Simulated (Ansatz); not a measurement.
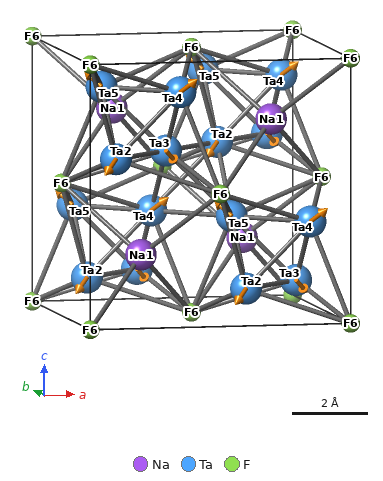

This is a relaxation of solid NaTa₄F (a generated structure, set up in F-43m) (coarse preliminary run). The starting structure is drawn; orange arrows show the displacements (the part carried along by the change of the cell is left out), 10 times their true length.

A ball-and-stick model of the conventional cell (4 times the calculation's cell), seen slightly off an axis. Lengths and directions refer to the drawn axes.

Computed with DFT PBE, scalar-relativistic, plane waves, PAW (Ansatz 0.2.0). (plane-wave cutoff 420 eV; k-point mesh 4 × 4 × 4; occupations gaussian; smearing width 0.1 eV; no spin polarisation; cell and atoms relaxed; force threshold 0.04 eV/Å; at most 70 steps)

Describe the change and its energy.

The energy falls by 598 meV per atom in 5 accepted moves (7 points after the start). Largest force component: 1.3 eV/Å at the start, 0.0011 eV/Å at the end. Pressure: 44.20 GPa at the start and 0.14 GPa at the end. At 2 points the geometry stayed and the basis and grid were re-selected for the new cell (energy shift of 22.3 meV per atom at most each time). The largest moves relative to the cell, 0.069 Å, are those of Ta2, Ta3, Ta4 and Ta5. Ta3 goes along [1 1 −1]. Na and F stay in place. The volume changes by +33.2 %, with a = b = c 7.201 → 7.923 Å (+10.0 %). Near-neighbour distances that change, for instance: Ta2–Ta3 2.516 → 2.881 Å, Na1–F6 3.118 → 3.431 Å, Ta2–F6 2.982 → 3.293 Å, Na1–Ta2 2.989 → 3.276 Å. The space group stays F-43m (No. 216).
